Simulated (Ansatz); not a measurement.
**CH3BClFO: a spread of methods and bases**

How do the results and run time of CH3BClFO respond when the settings are drawn wide?

Method: the settings change from run to run; program: Ansatz 0.2.0, Gaussian basis.

## Step 1: The geometry

An earlier PBE0-D4 in a triple-zeta def2 set relaxation fixed the geometry.

SMILES `OC(F)BCl`, 8 atoms, charge 0, spin multiplicity 1.

Atoms are counted from 1 here; the program's logs count them from 0.

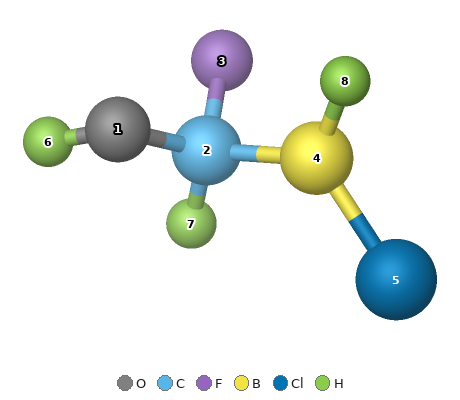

The structure; colours as in the key; atoms are numbered from 1 in the order of the file.

## Step 2: r2SCAN0/6-31G*

Set apart from the defaults: charge +1, multiplicity 2, D3(BJ) with three-body dispersion.

File in.yaml:

```yaml
crystal:
  periodic: [false, false, false]
  atoms:
    - {symbol: O, position_ang: [-0.045544, 0.346895, 1.395699]}
    - {symbol: C, position_ang: [0.458898, 0.058770, 0.147328]}
    - {symbol: F, position_ang: [1.315070, -1.045417, 0.209214]}
    - {symbol: B, position_ang: [-0.767165, -0.356727, -0.774672]}
    - {symbol: Cl, position_ang: [-1.105675, 0.541101, -2.217197]}
    - {symbol: H, position_ang: [0.620530, 0.802361, 1.920178]}
    - {symbol: H, position_ang: [1.073178, 0.877479, -0.246575]}
    - {symbol: H, position_ang: [-1.457192, -1.281562, -0.489875]}
basis:
  gaussian: {orbitals: "6-31G*"}
total_charge: 1
magnetization: {spin_polarized: true, initial_magnetization: 1}
hamiltonian: {xc: {name: r2SCAN0}, dispersion: d3bjatm}
output: {forces: true}
```

On the command line:

```sh
ansatz run in.yaml --threads 2 --pin off --events-out ev --progress --plain --max-ram 4352MiB
```

What it wrote, shortened:

```text
Functional definition: r2SCAN0
  name "r2SCAN0"
  cite "Bursch, Neugebauer, Ehlert & Grimme, J. Chem. Phys. 156, 134105 (2022) doi:10.1063/5.0086040"
  cite "Furness, Kaplan, Ning, Perdew & Sun, J. Phys. Chem. Lett. 11, 8208 (2020) doi:10.1021/acs.jpclett.0c02405"
  cite "Furness, Kaplan, Ning, Perdew & Sun, J. Phys. Chem. Lett. 11, 9248 (2020) doi:10.1021/acs.jpclett.0c03077"
  parent r2scan
[...]
800 factors; integrals over basis functions are off by at most 9.4e-4 eV
[...]
mean field -19032.58721444 eV, -699.4346793799 hartree, gradient 1.9e-5 eV, S^2 0.755344; 2 other end points of the search recorded, 0 dependent functions left out
[...]
reference -19032.58721973 eV, -699.4346795740 hartree; 24, 23 occupied and 61, 62 virtual orbitals, 800 factors
Total energy: -19032.63145897 eV, -699.4363053363 hartree
Atom 0 at    -0.045544     0.346895     1.395699 Å, force     0.058748    -0.755568    -2.406274 eV/Å
Atom 1 at     0.458898     0.058770     0.147328 Å, force     2.848522    -0.475151     4.497470 eV/Å
Atom 2 at     1.315070    -1.045417     0.209214 Å, force    -1.437350     1.144931    -0.607787 eV/Å
Atom 3 at    -0.767165    -0.356727    -0.774672 Å, force    -1.754062     0.714863    -3.031045 eV/Å
Atom 4 at    -1.105675     0.541101    -2.217197 Å, force     0.246550    -0.814157     1.269736 eV/Å
Atom 5 at     0.620530     0.802361     1.920178 Å, force     0.169459     0.356968     0.428642 eV/Å
Atom 6 at     1.073178     0.877479    -0.246575 Å, force    -0.236818     0.038502    -0.567403 eV/Å
Atom 7 at    -1.457192    -1.281562    -0.489875 Å, force     0.104951    -0.210388     0.416660 eV/Å
Dipole moment:     0.004752     0.334803    -0.035588 e Å
```

Wall time 7.5 s (2 threads of Arm Neoverse V2, shared host).

Largest force 5.345 eV/Å, ⟨S²⟩ 0.755.

## Step 3: PBE0-DH/STO-3G

This run has multiplicity 3.

in.yaml, as its differences from that of step 2:

```diff
@@ -12,6 +12,5 @@
 basis:
-  gaussian: {orbitals: "6-31G*"}
-total_charge: 1
-magnetization: {spin_polarized: true, initial_magnetization: 1}
-hamiltonian: {xc: {name: r2SCAN0}, dispersion: d3bjatm}
+  gaussian: {orbitals: STO-3G}
+magnetization: {spin_polarized: true, initial_magnetization: 2}
+hamiltonian: {xc: {name: PBE0-DH}}
 output: {forces: true}
```

The command is unchanged.

What it wrote, shortened:

```text
Functional definition: PBE0-DH
  name "PBE0-DH"
  cite "Brémond & Adamo, J. Chem. Phys. 135, 024106 (2011) doi:10.1063/1.3604569"
  cite "Perdew, Burke & Ernzerhof, Phys. Rev. Lett. 77, 3865 (1996) doi:10.1103/PhysRevLett.77.3865"
[...]
426 factors; integrals over basis functions are off by at most 7.1e-5 eV
[...]
mean field -18805.65162372 eV, -691.0949502434 hartree, gradient 9.6e-6 eV, S^2 2.006302; 2 other end points of the search recorded, 0 dependent functions left out
9 core orbitals not correlated: weight in the atoms' cores, before any rotation towards them, 1.000 or more for the frozen orbitals, at most 0.000 for the correlated occupied ones
reference -18805.65163353 eV, -691.0949506037 hartree; 16, 14 occupied and 7, 9 virtual orbitals, 426 factors
second order -5.87701182 eV of doubles, -0.00000000 eV of singles
[...]
Total energy: -18806.38626001 eV, -691.1219476288 hartree
Atom 0 at    -0.045544     0.346895     1.395699 Å, force    -2.968366    -1.784477     0.345137 eV/Å
Atom 1 at     0.458898     0.058770     0.147328 Å, force     1.240428     0.096995     0.644024 eV/Å
Atom 2 at     1.315070    -1.045417     0.209214 Å, force     0.337352    -0.836548     0.017088 eV/Å
Atom 3 at    -0.767165    -0.356727    -0.774672 Å, force    -1.658176    -1.872003    -0.144322 eV/Å
Atom 4 at    -1.105675     0.541101    -2.217197 Å, force    -0.129295     1.210581    -1.609968 eV/Å
Atom 5 at     0.620530     0.802361     1.920178 Å, force     2.168438     1.773937     1.286279 eV/Å
Atom 6 at     1.073178     0.877479    -0.246575 Å, force     0.241878     0.795556    -0.935024 eV/Å
Atom 7 at    -1.457192    -1.281562    -0.489875 Å, force     0.767741     0.615959     0.396786 eV/Å
Dipole moment:     0.748311     0.216159     0.594739 e Å
```

Run time: 2.9 s. Hardware: 2 threads of Arm Neoverse V2, shared host.

Largest force 3.481 eV/Å, dipole 4.71 D, ⟨S²⟩ 2.006.

## Step 4: r2SCAN50/x2c-TZVPPall

This run has density fitting with cc-pVTZ-jkfit.

in.yaml, as its differences from that of step 3:

```diff
@@ -12,5 +12,3 @@
 basis:
-  gaussian: {orbitals: STO-3G}
-magnetization: {spin_polarized: true, initial_magnetization: 2}
-hamiltonian: {xc: {name: PBE0-DH}}
-output: {forces: true}
+  gaussian: {orbitals: x2c-TZVPPall, fitting: {mean_field: cc-pVTZ-jkfit}}
+hamiltonian: {xc: {name: r2SCAN50}}
```

Launched as before.

What it wrote, shortened:

```text
Functional definition: r2SCAN50
  name "r2SCAN50"
  cite "Bursch, Neugebauer, Ehlert & Grimme, J. Chem. Phys. 156, 134105 (2022) doi:10.1063/5.0086040"
  cite "Furness, Kaplan, Ning, Perdew & Sun, J. Phys. Chem. Lett. 11, 8208 (2020) doi:10.1021/acs.jpclett.0c02405"
  cite "Furness, Kaplan, Ning, Perdew & Sun, J. Phys. Chem. Lett. 11, 9248 (2020) doi:10.1021/acs.jpclett.0c03077"
  parent r2scan
[...]
527 factors; integrals over basis functions are off by at most 1.4e0 eV
[...]
mean field -19089.54316731 eV, -701.5277720415 hartree, gradient 4.0e-5 eV, S^2 0.000000; 0 other end points of the search recorded, 0 dependent functions left out
reference -19089.54317330 eV, -701.5277722618 hartree; 24, 24 occupied and 184, 184 virtual orbitals, 527 factors
Total energy: -19089.54317330 eV, -701.5277722618 hartree
Relativity: scalar
```

Run time: 4.3 s. Hardware: 2 threads of Arm Neoverse V2, shared host.

## Step 5: RPBE/def2-SVP

Options: D3(BJ) dispersion, high accuracy.

in.yaml, as its differences from that of step 4:

```diff
@@ -12,3 +12,5 @@
 basis:
-  gaussian: {orbitals: x2c-TZVPPall, fitting: {mean_field: cc-pVTZ-jkfit}}
-hamiltonian: {xc: {name: r2SCAN50}}
+  gaussian: {orbitals: def2-SVP}
+hamiltonian: {xc: {name: RPBE}, dispersion: d3bj}
+accuracy: high
+output: {forces: true}
```

Launched as before.

What it wrote, shortened:

```text
Functional definition: RPBE
  name "RPBE"
  cite "Hammer, Hansen & Nørskov, Phys. Rev. B 59, 7413 (1999) doi:10.1103/PhysRevB.59.7413"
  cite "Perdew, Burke & Ernzerhof, Phys. Rev. Lett. 77, 3865 (1996) doi:10.1103/PhysRevLett.77.3865"
[...]
2016 factors; integrals over basis functions are off by at most 3.7e-9 eV
[...]
mean field -19038.65124770 eV, -699.6575284916 hartree, gradient 1.5e-8 eV, S^2 0.000000; 0 other end points of the search recorded, 0 dependent functions left out
[...]
reference -19038.65125060 eV, -699.6575285983 hartree; 24, 24 occupied and 65, 65 virtual orbitals, 2016 factors
Total energy: -19039.40559437 eV, -699.6852502205 hartree
Atom 0 at    -0.045544     0.346895     1.395699 Å, force    -0.921159    -0.154082     0.225133 eV/Å
Atom 1 at     0.458898     0.058770     0.147328 Å, force    -0.191495     0.052812    -0.046234 eV/Å
Atom 2 at     1.315070    -1.045417     0.209214 Å, force     0.440230    -0.687236    -0.102750 eV/Å
Atom 3 at    -0.767165    -0.356727    -0.774672 Å, force     0.252829     0.107963     0.198131 eV/Å
Atom 4 at    -1.105675     0.541101    -2.217197 Å, force    -0.094049     0.245509    -0.420143 eV/Å
Atom 5 at     0.620530     0.802361     1.920178 Å, force     0.508451     0.323740     0.313114 eV/Å
Atom 6 at     1.073178     0.877479    -0.246575 Å, force     0.301048     0.516625    -0.294839 eV/Å
Atom 7 at    -1.457192    -1.281562    -0.489875 Å, force    -0.295855    -0.405331     0.127587 eV/Å
Dipole moment:     0.131308     0.352033     0.087929 e Å
```

Wall time 3.6 s (2 threads of Arm Neoverse V2, shared host).

Largest force 0.961 eV/Å, dipole 1.85 D.

## Step 6: PBE-QIDH/def2-mTZVPP

Set apart from the defaults: atoms shaken by 0.03 Å.

File in.yaml:

```yaml
crystal:
  periodic: [false, false, false]
  atoms:
    - {symbol: O, position_ang: [-0.057476, 0.303628, 1.331437]}
    - {symbol: C, position_ang: [0.474994, 0.013816, 0.136281]}
    - {symbol: F, position_ang: [1.326284, -0.977834, 0.218973]}
    - {symbol: B, position_ang: [-0.752647, -0.341076, -0.786963]}
    - {symbol: Cl, position_ang: [-1.078730, 0.567872, -2.218931]}
    - {symbol: H, position_ang: [0.640473, 0.784258, 1.912393]}
    - {symbol: H, position_ang: [1.041221, 0.835567, -0.222703]}
    - {symbol: H, position_ang: [-1.504077, -1.229069, -0.425988]}
basis:
  gaussian: {orbitals: def2-mTZVPP}
hamiltonian: {xc: {name: PBE-QIDH}}
output: {forces: true}
```

Launched as before.

What it wrote, shortened:

```text
Functional definition: PBE-QIDH
  name "PBE-QIDH"
  cite "Brémond, Sancho-García, Pérez-Jiménez & Adamo, J. Chem. Phys. 141, 031101 (2014) doi:10.1063/1.4890314"
  cite "Perdew, Burke & Ernzerhof, Phys. Rev. Lett. 77, 3865 (1996) doi:10.1103/PhysRevLett.77.3865"
[...]
1158 factors; integrals over basis functions are off by at most 1.2e-3 eV
[...]
mean field -19027.99428821 eV, -699.2658924539 hartree, gradient 5.1e-6 eV, S^2 0.000000; 0 other end points of the search recorded, 0 dependent functions left out
9 core orbitals not correlated: weight in the atoms' cores, before any rotation towards them, 1.000 or more for the frozen orbitals, at most 0.000 for the correlated occupied ones
reference -19027.99429823 eV, -699.2658928222 hartree; 15, 15 occupied and 104, 104 virtual orbitals, 1158 factors
second order -24.39697831 eV of doubles, -0.00000000 eV of singles
[...]
Total energy: -19036.12662433 eV, -699.5647502942 hartree
Atom 0 at    -0.057476     0.303628     1.331437 Å, force     1.063175     1.755928     3.580768 eV/Å
Atom 1 at     0.474994     0.013816     0.136281 Å, force    -1.249278     1.703867    -1.423098 eV/Å
Atom 2 at     1.326284    -0.977834     0.218973 Å, force     2.061910    -2.901566     0.177957 eV/Å
Atom 3 at    -0.752647    -0.341076    -0.786963 Å, force    -0.854025    -0.864116     0.386345 eV/Å
Atom 4 at    -1.078730     0.567872    -2.218931 Å, force    -0.018114     0.015188    -0.096087 eV/Å
Atom 5 at     0.640473     0.784258     1.912393 Å, force    -2.038251    -1.358866    -1.597116 eV/Å
Atom 6 at     1.041221     0.835567    -0.222703 Å, force     0.571518     1.075525    -0.591269 eV/Å
Atom 7 at    -1.504077    -1.229069    -0.425988 Å, force     0.463065     0.574041    -0.437500 eV/Å
Dipole moment:     0.158283     0.291869     0.104034 e Å
```

Wall time 7.5 s (2 threads of Arm Neoverse V2, shared host); peak memory 0.46 GiB.

Largest force 4.127 eV/Å, dipole 1.67 D.

[end of part 1 of 2]
